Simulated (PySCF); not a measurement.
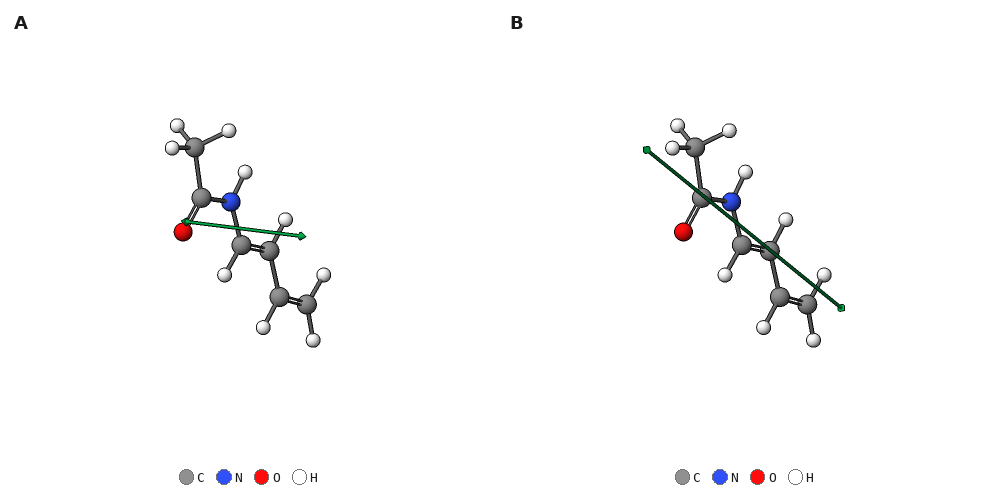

The double arrows show the directions of two transition dipoles from the ground state (lengths mean nothing). Computed geometry: PBE0-D3(BJ)/def2-SVP optimisation. No frequency run is at hand to confirm it as a minimum. Properties computed with TDDFT CAM-B3LYP/def2-SVPD, vertical, gas phase, core orbitals frozen in the response (PySCF 2.14.0).

### One belongs to singlet state 1 and one to singlet state 8. Which is which?

A: state 8, 7.16 eV (173 nm), oscillator strength 0.023, mainly HOMO → LUMO+5 (weight 0.66).
B: state 1, 5.05 eV (245 nm), oscillator strength 1.01, mainly HOMO → LUMO (weight 0.97).
